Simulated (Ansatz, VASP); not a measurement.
# Cross-check of Nb between VASP and Ansatz

Wanted: the spread between two codes on one cell, functional and k mesh.

Program: Ansatz 0.2.0. Level of theory: plane waves, with VASP 6.6.1 beside it; relaxation of cell and atoms at PBE. Results are calculated unless marked as measured.

### Step 1. Set-up

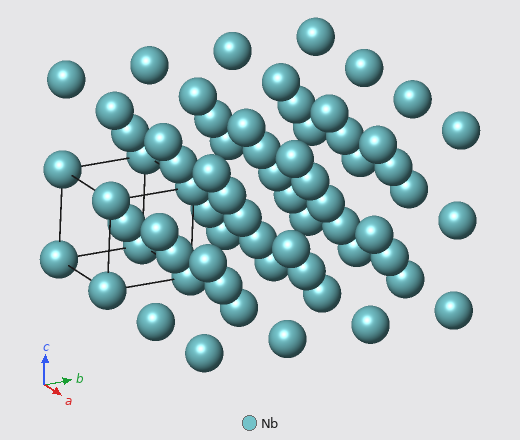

The starting structure, seen slightly off an axis (niobium teal). 3×3×2 cells are drawn. This picture shows the conventional cell, with its axes. Some periodic images of atoms are drawn too.

As a file:

```cif
data_structure
_symmetry_space_group_name_H-M 'Im-3m'
_symmetry_Int_Tables_number 229
_cell_length_a 3.3012
_cell_length_b 3.3012
_cell_length_c 3.3012
_cell_angle_alpha 90.000
_cell_angle_beta 90.000
_cell_angle_gamma 90.000
_cell_volume 35.98
loop_
_atom_site_label
_atom_site_type_symbol
_atom_site_symmetry_multiplicity
_atom_site_Wyckoff_symbol
_atom_site_fract_x
_atom_site_fract_y
_atom_site_fract_z
_atom_site_occupancy
Nb1 Nb 2 a 0.00000 0.00000 0.00000 1
```

### Step 2. VASP: relaxation of cell and atoms, PBE

The relaxed volume is the usual yardstick between codes: its relative difference is about their pressure difference at one cell divided by the bulk modulus.

Lines of VASP's logs that name or quote its potential files are left out, and so is its time.

INCAR reads:

```
SYSTEM = Nb
PREC = Accurate
ENCUT = 520
EDIFF = 1E-06
NELM = 100
ISMEAR = -1
SIGMA = 0.05
LREAL = .FALSE.
ALGO = Normal
GGA = PE
NBANDS = 12
LORBIT = 11
LWAVE = .FALSE.
LCHARG = .FALSE.
KPAR = 2
IBRION = 2
NSW = 60
ISIF = 3
EDIFFG = -0.01
```

POSCAR reads:

```
Nb
1.0
   -1.6506050000      1.6506050000      1.6506050000
    1.6506050000     -1.6506050000      1.6506050000
    1.6506050000      1.6506050000     -1.6506050000
Nb
1
Direct
    0.0000000000      0.0000000000      0.0000000000
```

KPOINTS reads:

```
Automatic mesh
0
Gamma
9 9 9
0 0 0
```

The projector-augmented-wave data sets are Nb_sv (PBE family, release 64).

On the command line:

```console
$ mpirun -np 2 vasp_std
```

Numbers of over 12 decimals in the logs are rounded to 6 here.

The log of the run:

```text
[banner, memory and clock lines left out]
running    2 mpi-ranks, on    1 nodes
 distrk:  each k-point on    1 cores,    2 groups
 distr:  one band on    1 cores,    1 groups

 POSCAR found type information on POSCAR Nb
 POSCAR found :  1 types and       1 ions
 LDA part: xc-table for (Slater+PW92), standard interpolation
 POSCAR, INCAR and KPOINTS ok, starting setup
 FFT: planning ... GRIDC
 FFT: planning ... GRID_SOFT
 FFT: planning ... GRID
 WAVECAR not read
 entering main loop
       N       E                     dE             d eps       ncg     rms          rms(c)
DAV:   1     0.119060032027E+03    0.11906E+03   -0.73285E+03   840   0.109E+03
DAV:   2    -0.559481875623E+01   -0.12465E+03   -0.12006E+03   904   0.388E+02
DAV:   3    -0.103140613492E+02   -0.47192E+01   -0.44398E+01  1192   0.666E+01
DAV:   4    -0.106383035379E+02   -0.32424E+00   -0.32240E+00  1240   0.159E+01
DAV:   5    -0.106457839635E+02   -0.74804E-02   -0.74796E-02  1152   0.211E+00    0.712E+00
DAV:   6    -0.102703484551E+02    0.37544E+00   -0.58393E-01  1352   0.965E+00    0.251E+00
DAV:   7    -0.102256710169E+02    0.44677E-01   -0.18279E-01  1368   0.541E+00    0.955E-01
DAV:   8    -0.102309826798E+02   -0.53117E-02   -0.11980E-02  1012   0.144E+00    0.464E-02
DAV:   9    -0.102310539694E+02   -0.71290E-04   -0.99817E-04  1372   0.310E-01    0.436E-02
DAV:  10    -0.102310719926E+02   -0.18023E-04   -0.23305E-05  1000   0.650E-02    0.139E-02
DAV:  11    -0.102310652861E+02    0.67065E-05   -0.49883E-06  1072   0.386E-02    0.251E-03
DAV:  12    -0.102310651018E+02    0.18434E-06   -0.12735E-07   608   0.452E-03
   1 F= -.10231065E+02 E0= -.10225114E+02  d E =-.102311E+02
 curvature:   0.00 expect dE= 0.000E+00 dE for cont linesearch  0.000E+00
 trial: gam= 0.00000 g(F)=  0.117E-63 g(S)=  0.111E-02 ort = 0.000E+00 (trialstep = 0.100E+01)
 search vector abs. value=  0.111E-02
 bond charge predicted
       N       E                     dE             d eps       ncg     rms          rms(c)
DAV:   1    -0.102531929028E+02   -0.22128E-01   -0.62652E-01  1120   0.113E+01    0.118E+00
DAV:   2    -0.102321547632E+02    0.21038E-01   -0.49897E-02  1224   0.293E+00    0.358E-01
DAV:   3    -0.102297603952E+02    0.23944E-02   -0.17591E-02  1496   0.132E+00    0.206E-01
DAV:   4    -0.102301877973E+02   -0.42740E-03   -0.37798E-04  1088   0.204E-01    0.108E-01
DAV:   5    -0.102306353417E+02   -0.44754E-03   -0.11574E-03  1392   0.227E-01    0.484E-02
DAV:   6    -0.102306278695E+02    0.74722E-05   -0.31918E-05   976   0.693E-02    0.911E-03
DAV:   7    -0.102306261813E+02    0.16882E-05   -0.54051E-06  1264   0.208E-02    0.491E-03
DAV:   8    -0.102306264502E+02   -0.26888E-06   -0.25239E-07   556   0.575E-03
   2 F= -.10230626E+02 E0= -.10224582E+02  d E =0.438652E-03
 trial-energy change:    0.000439  1 .order    0.000436   -0.001114    0.001986
 step:   0.3593(harm=  0.3593)  dis= 0.00000  next Energy=   -10.231265 (dE=-0.200E-03)
 bond charge predicted
       N       E                     dE             d eps       ncg     rms          rms(c)
DAV:   1    -0.102404469290E+02   -0.98207E-02   -0.25633E-01  1120   0.726E+00    0.764E-01
DAV:   2    -0.102319070654E+02    0.85399E-02   -0.19856E-02  1208   0.185E+00    0.231E-01
DAV:   3    -0.102308738308E+02    0.10332E-02   -0.71837E-03  1496   0.854E-01    0.136E-01
DAV:   4    -0.102310667470E+02   -0.19292E-03   -0.16577E-04  1120   0.137E-01    0.678E-02
DAV:   5    -0.102312646598E+02   -0.19791E-03   -0.48479E-04  1392   0.149E-01    0.305E-02
DAV:   6    -0.102312637576E+02    0.90220E-06   -0.14099E-05   964   0.450E-02    0.438E-03
DAV:   7    -0.102312637670E+02   -0.94262E-08   -0.30113E-06  1152   0.126E-02
   3 F= -.10231264E+02 E0= -.10225273E+02  d E =-.198665E-03
 curvature:  -0.18 expect dE=-0.101E-07 dE for cont linesearch -0.101E-07
 trial: gam= 0.00000 g(F)=  0.147E-62 g(S)=  0.563E-07 ort =-0.792E-05 (trialstep = 0.872E+00)
 search vector abs. value=  0.564E-07
 reached required accuracy - stopping structural energy minimisation
```

Parts of OUTCAR (step 2):

```text
ion  position               nearest neighbor table
   1  0.000  0.000  0.000-

  LATTYP: Found a body centered cubic cell.
 ALAT       =     3.3012100000

 Subroutine GETGRP returns: Found 48 space group operations
 (whereof 48 operations were pure point group operations)

The static configuration has the point symmetry O_h .

 Found     35 irreducible k-points:

   k-points           NKPTS =     35   k-points in BZ     NKDIM =     35   number of bands    NBANDS=     12

   dimension x,y,z NGX =    24 NGY =   24 NGZ =   24
   dimension x,y,z NGXF=    48 NGYF=   48 NGZF=   48

   ENCUT  =  520.0 eV  38.22 Ry    6.18 a.u.   5.32  5.32  5.32*2*pi/ulx,y,z

   NELECT =      13.0000    total number of electrons

 k-points in reciprocal lattice and weights: Automatic mesh
   0.00000000  0.00000000  0.00000000       0.001
   0.11111111  0.00000000  0.00000000       0.016
   0.22222222  0.00000000  0.00000000       0.016
   0.33333333  0.00000000  0.00000000       0.016
   0.44444444  0.00000000  0.00000000       0.016
   0.11111111  0.11111111  0.00000000       0.033
   0.22222222  0.11111111  0.00000000       0.066
   0.33333333  0.11111111  0.00000000       0.066
   0.44444444  0.11111111  0.00000000       0.033
[...]
-0.44444444 -0.44444444  0.33333333       0.011
  -0.44444444  0.44444444  0.44444444       0.008

 average (electrostatic) potential at core
       1 -76.8199

 E-fermi :  11.1395

 k-point     1 :       0.0000    0.0000    0.0000
  band No.  band energies     occupation
      1     -43.2314      2.00000
      2     -18.5362      2.00000
      3     -18.5362      2.00000
      4     -18.5362      2.00000
      5       5.1955      2.00000
      6      11.5060      0.00131
      7      11.5060      0.00131
      8      11.5060      0.00131
      9      14.4021      0.00000
     10      14.4021      0.00000
    ...

 k-point     2 :       0.1111    0.0000    0.0000
  band No.  band energies     occupation
      1     -43.2037      2.00000
      2     -18.7046      2.00000
      3     -18.5875      2.00000
      4     -18.5376      2.00000
      5       5.6892      2.00000
      6      11.2089      0.39946
      7      11.4110      0.00873
      8      11.9875      0.00000
      9      14.0140      0.00000
     10      14.4085      0.00000
    ...

 k-point     3 :       0.2222    0.0000    0.0000
  band No.  band energies     occupation
    ...
      3     -18.7153      2.00000
      4     -18.5412      2.00000
      5       6.8572      2.00000
      6      10.5476      1.99999
      7      11.0621      1.64973
      8      13.3571      0.00000
      9      13.8226      0.00000
     10      14.5032      0.00000
     11      25.7570      0.00000
     12      27.3023      0.00000

  Total       -0.0006239     -0.0006239     -0.0006239      0.0000000     -0.0000000      0.0000000
  in kB       -0.0553184     -0.0553184     -0.0553184      0.0000000     -0.0000000      0.0000000
  external PRESSURE =      -0.0553184 kB  Pullay stress =       0.0000000 kB

  energy-cutoff  :      520.00
  volume of cell :       18.07
      direct lattice vectors                 reciprocal lattice vectors
    -1.653115155  1.653115155  1.653115155     0.000000000  0.302459268  0.302459268
     1.653115155 -1.653115155  1.653115155     0.302459268  0.000000000  0.302459268
     1.653115155  1.653115155 -1.653115155     0.302459268  0.302459268  0.000000000

 POSITION                                       TOTAL-FORCE (eV/Angst)
 -----------------------------------------------------------------------------------
      0.00000      0.00000      0.00000         0.000000      0.000000      0.000000
 -----------------------------------------------------------------------------------
    total drift:                               -0.000000      0.000000      0.000000

  FREE ENERGIE OF THE ION-ELECTRON SYSTEM (eV)
  ---------------------------------------------------
  free  energy   TOTEN  =       -10.2312637670 eV

  energy  without entropy=      -10.2192829615  energy(sigma->0) =      -10.22527336

 reached required accuracy - stopping structural energy minimisation

 total charge
# of ion       s       p       d       tot
------------------------------------------
    1        2.219   5.997   2.506  10.722

[... 3 further parts left out ...]
```

CONTCAR:

```
Nb
   1.00000000000000
    -1.6531151551741223    1.6531151551741223    1.6531151551741223
     1.6531151551741223   -1.6531151551741223    1.6531151551741223
     1.6531151551741223    1.6531151551741223   -1.6531151551741223
  Nb
     1
Direct
     0.0000000000000000    0.0000000000000000    0.0000000000000000
```

### Step 3. Ansatz: relaxation of cell and atoms, PBE

Ansatz runs on its default PAW (the set named soft_2) files.

The same cell, functional, mesh and smearing now go to Ansatz, which takes its cutoff from its data sets.

input.yaml reads:

```yaml
crystal:
  lattice:
    - [-1.650605, 1.650605, 1.650605]
    - [1.650605, -1.650605, 1.650605]
    - [1.650605, 1.650605, -1.650605]
  atoms:
    - { symbol: Nb, position: [0.0, 0.0, 0.0] }
hamiltonian:
  xc: pbe
  pseudopotentials: { kind: paw }
kpoints:
  mp_grid: { grid: [9, 9, 9] }
scf:
  occupations: { method: fermi_dirac, width: 0.05 }
relax:
  f_tol: 0.01
  max_steps: 60
  cell: { stress_tol: 0.05 }
output:
  forces: true
  stress: true
```

On the command line:

```console
$ ansatz run input.yaml --threads 4 --pin off --max-ram 9216MiB --backend cpu --events-out ev --progress --plain --runs-dir out
```

The log of the run:

```text
Engine: ansatz 0.2.0, x86_64-unknown-linux-gnu
Pseudopotentials: kind: paw
Pseudopotential: Nb, paw, valence charge 13, recommended cutoff 420 eV (normal), Nb.paw.azcp
Functional definition: PBE
  parameter kappa = 0.804
  parameter beta = 0.066725
  exchange = pbe_x(kappa = kappa, mu = beta*pi^2/3)
  correlation = pbe_c(beta = beta)
Crystal: 1 atoms, lattice volume = 17.988 Å³
Basis set: ecut = 420 eV, 369 PW (Γ), exchange–correlation on 40×40×40 points (8 copies of the dense FFT grid, shifted against one another)
Bands: 11, of which v1, the nominal top of the filled ones, is band 7 counted from 1 (6 counted from 0)
Symmetry: 48 space group operations
Space group: Im-3m (ITA 229), of the structure as read, at distance tolerance 2.6e-5 Å
k-points: 35 of 729
Non-local potential: Nb, projectors of the file, l = 0: 3, l = 1: 2, l = 2: 2, l = 3: 1
PAW form: soft (Blöchl's): semilocal exchange-correlation on the pseudo side does not see the compensation charge
PAW one-centre angular grid: Nb, 590 points (default); XC on 64 Gauss nodes
Initial density: superposition of atomic densities (neutral atoms: chi_scale 0, normalization atom), corrected by the library's trained network
Initial wavefunctions: pseudopotential atomic-orbital guess
Functional: x = pbe(κ = 0.804, μ = 0.219515), c = pbe(β = 0.066725)
SCF iter   1: F=—  HF=-4552.298879 eV  |F-HF|=—  |Δ(HF+E_count)|=         —  Δρ=3.88e-3  dr2=1.85e-3  ethr=1.77e-3  ⟨swp⟩=5.0  Hψ=2238  notcnv=0
preconditioner: auto → none  [metal: Δε(μ)=0.078 eV  Ē_g=7.655 eV  σ=0.050 eV  W_gap=0.35  n_scr=0 (ndim 8)  ℏωp=19.6 eV  f_vac=0.000  D(μ)=1.51/eV (n_scr^D=18)]
SCF iter   2: F=—  HF=-4552.298606 eV  |F-HF|=—  |Δ(HF+E_count)|=   2.73e-4  Δρ=1.61e-3  dr2=2.14e-4  ethr=1.42e-5  ⟨swp⟩=2.2  Hψ=792  notcnv=0
SCF iter   3: F=—  HF=-4552.298621 eV  |F-HF|=—  |Δ(HF+E_count)|=   1.49e-5  Δρ=4.55e-4  dr2=1.90e-5  ethr=1.65e-6  ⟨swp⟩=1.0  Hψ=380  notcnv=0
SCF iter   4: F=—  HF=-4552.298622 eV  |F-HF|=—  |Δ(HF+E_count)|=   1.18e-6  Δρ=3.32e-5  dr2=5.54e-8  ethr=1.46e-7  ⟨swp⟩=1.0  Hψ=382  notcnv=0
iter 5 did not close the SCF: its close was put off for the readings that it lacked (scf_convergence_deferred on its scf_iter line)
SCF iter   5: F=-4552.298622 eV  HF=-4552.298622 eV  |F-HF|=7.31e-10  |Δ(HF+E_count)|=   2.78e-8  Δρ=4.93e-6  dr2=1.53e-9  ethr=4.26e-10  ⟨swp⟩=2.1  Hψ=609  notcnv=0
SCF iter   6: F=-4552.298622 eV  HF=-4552.298622 eV  |F-HF|=1.82e-11  |Δ(HF+E_count)|=  5.08e-10  Δρ=9.23e-7  dr2=3.35e-11  ethr=1.18e-11  ⟨swp⟩=1.0  Hψ=1130  notcnv=0
SCF 1 converged in 6 iterations: F = -4552.298622 eV  dr2 = 3.35e-11
  greatest PAW one-centre occupation: 0.998 electrons in one spin orbital (limit 2), on the Nb atom at site 0 (counted from 0), in its partial waves of l = 0
relax step   1: F+E_penalty+E_count = -4552.29862238 eV  Δ(F+E_penalty+E_count) = +0.000e0 eV  max|allowed force component| = 0.000e0 eV/Å  Δτ_max = 0.0000 Å  P = +1.115 GPa  Ω = 17.988 Å³  (6 SCF iters, dr2 threshold 1.00e-7 eV, accepted)
[...]
relax step   2: F+E_penalty+E_count = -4552.29669405 eV  Δ(F+E_penalty+E_count) = +1.928e-3 eV  max|allowed force component| = 0.000e0 eV/Å  Δτ_max = 0.0000 Å  P = -2.547 GPa  Ω = 18.386 Å³  energy of the carried Pulay correction = -7.364e-5 eV  (4 SCF iters, dr2 threshold 1.00e-7 eV, rejected (line search))
[...]
relax step   3: F+E_penalty+E_count = -4552.29900419 eV  Δ(F+E_penalty+E_count) = -3.818e-4 eV  max|allowed force component| = 0.000e0 eV/Å  Δτ_max = 0.0000 Å  P = -0.023 GPa  Ω = 18.107 Å³  energy of the carried Pulay correction = -2.225e-5 eV  (6 SCF iters, accepted)
[...]
relax step   4: F+E_penalty+E_count = -4552.29903307 eV  Δ(F+E_penalty+E_count) = -2.888e-5 eV  max|allowed force component| = 0.000e0 eV/Å  Δτ_max = 0.0000 Å  P = -0.024 GPa  Ω = 18.107 Å³  stress off target by 2.35e-2 GPa  SCF on the basis re-selected at this cell (its energy is not comparable with the rows above)  (4 SCF iters)
basis re-selected at this cell: Δ(F+E_penalty+E_count) = -2.888e-5 eV, ΔP = -0.001 GPa vs the last step (what re-selecting the basis moved, of the pressure what is left beyond the Pulay correction that the steps carried, after the strain that the cell walked since its last selection, with what the two solves' SCF thresholds leave and, on support functions, any second-order correction that the steps lacked; it is no measure of the basis error at this ecutwfc). This SCF's stress stands 2.35e-2 GPa from its target on what of the cell is left free (relax.cell.stress_tol is 5.00e-2 GPa) and its largest allowed force component is 0.00e0 eV/Å (relax.f_tol is 1.00e-2 eV/Å): [rest of the remark cut]
SCF converged after 4 iterations
Free energy (F): -4552.299033 eV
Harris-Foulkes:  -4552.299033 eV  (|F-HF|=1.09e-11)
Internal energy: -4552.287028 eV  (E = F + TS)
E sigma→0 (E₀):  -4552.293030 eV
Entropy (-TS):   -0.012005 eV (-12.005 meV/atom)
Fermi energy:    17.674745 eV
--- Per-component energies (eV) ---
  E_band       = -68.740508
  E_kinetic    = 395.041058
  E_local      = -696.584483  (includes V_loc(G=0)·N_el)
  E_nonlocal   = 119.918477
  E_hartree    = 216.852721
  E_xc         = -175.680490
  E_vxc        = -213.141445  (∫ρ·V_xc dr)
  E_paw        = -3073.424285  (= ΣΔE_a)
  E_vpaw       = -107.679567  (= ΣTr[D̂ρ^β])
  E_aug_tail   = 0.000006  (compensation charges beyond the density's cutoff)
  E_ewald      = -1338.410030
  E_smearing   = -0.012005  (= −TS)
  E_closure    = 0.000000  (closes the sum)
  Σ components = -4552.299033   (vs F -4552.299033, Δ=0.00e0)
--- Forces (eV/Å), atoms counted from 1 ---
  atom   1  Nb    -0.00000000    -0.00000000    -0.00000000
  max |Σ_I F_I| component: 6.37e-32 eV/Å
--- Stress (GPa, compression-positive) ---
       -0.023513       0.000000      -0.000000
        0.000000      -0.023513      -0.000000
        0.000000      -0.000000      -0.023513
  P = ⅓ Tr σ = -0.0235 GPa (-0.235 kbar)
--- Relaxed structure (3 steps of the walk, 2 accepted, 1 SCFs on fresh bases) ---
  F+E_penalty+E_count = -4552.29903307 eV   max|allowed force component| = 0.000e0 eV/Å   (the final SCF, on the basis selected at the relaxed cell)
  cell:  # Å, volume = 18.1075 Å³
    - [-1.654243, 1.654243, 1.654243]
    - [1.654243, -1.654243, 1.654243]
    - [1.654243, 1.654243, -1.654243]
  atoms:
    - { symbol: Nb, position: [0.0, 0.0, 0.0] }
```

The job ended after 1.6 s (4 threads of AMD EPYC 9R14 (Zen 4), shared host; peak memory 0.34 GiB; 2.4 s of CPU time).

### Step 4. Comparison

Known differences besides the PAW data sets themselves: both relaxations stop at a tolerance, which leaves soft axes loose, and VASP keeps its plane-wave basis; the cutoff is 420 eV in Ansatz and 520 eV in VASP; VASP leaves aspherical gradient terms in its spheres out (LASPH is not set), Ansatz keeps them; Ansatz adds a Pulay correction to the stress that steers its cell, VASP none. Total energies have different zeros and are not compared.

The two programs side by side:

```csv
quantity,Ansatz,VASP,difference
volume (Å³),18.11,18.07,+0.20 %
"edge a after relaxation, in the typed setting (Å)",2.865,2.863,+0.07 %
```

The walks stopped with -0.02 GPa left in Ansatz and -0.01 GPa in VASP; each walk ends within a tolerance, so the volume difference is uncertain by about these residues over the bulk modulus, most in soft cells.

### Step 5. Outcome

| Item | Value |
| --- | --- |
| difference in volume (relaxation of cell and atoms, PBE) | 0.20 % |

The difference in volume is 0.20 % (relaxation of cell and atoms, PBE), within the 1.2 % picked in this series as the mark of a large difference, as far as the stopping tolerances let one tell. How closely two codes agree says nothing of how well the functional describes the real material.

[Lines on the potential files, build, host, timing and source positions are cut from VASP's logs without a mark.]

[Logs are printed without paths, hosts, clocks, repeated set-up lines and the standing remarks that a program may print on its own settings, such as how far it seeks lower states.]

[Hosts, paths, dates, database ids (printed as entryN), source tags and the programs' standing remarks are cut or masked in the printed files.]
